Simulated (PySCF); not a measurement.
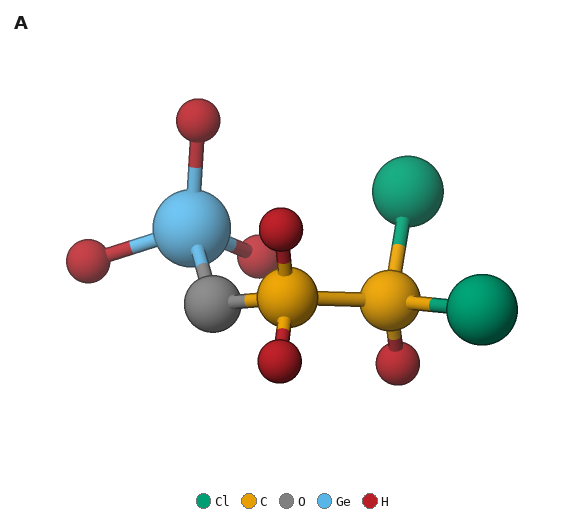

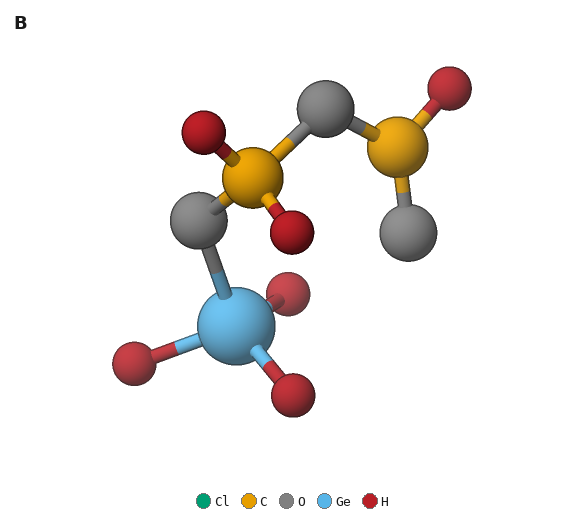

Two related species, optimised with GFN2-xTB; properties computed with PySCF 2.14.0. Both: charge 0, singlet.

**What are A and B?**

A is C2H6Cl2GeO, B is C2H6GeO3.

Compare them. With ωB97X-D/def2-SVPD: dipole moment (D), HOMO–LUMO gap (eV), HOMO energy (Kohn–Sham orbital) (eV), lowest vertical singlet excitation (eV), mean static polarisability (bohr³). With GFN2-xTB: mean Ge–H length (Å), mean Ge–O length (Å).

```json
{"quantity": "dipole moment (D)", "A": "0.75", "B": "1.01"}
{"quantity": "HOMO–LUMO gap (eV)", "A": "11.45", "B": "11.74"}
{"quantity": "HOMO energy (Kohn–Sham orbital) (eV)", "A": "−10.08", "B": "−10.30"}
{"quantity": "lowest vertical singlet excitation (eV)", "A": "6.95", "B": "5.97"}
{"quantity": "mean static polarisability (bohr³)", "A": "84.3", "B": "63.1"}
{"quantity": "mean Ge–H length (Å)", "A": "1.497", "B": "1.497"}
{"quantity": "mean Ge–O length (Å)", "A": "1.773", "B": "1.799"}
```

Each is one conformer, and no frequency run is at hand to confirm it as a minimum.

The geometry is semi-empirical. Around Ge such bond lengths and angles can be off by a tenth of an ångström or more and by several degrees, and values that hang on the shape move with them.
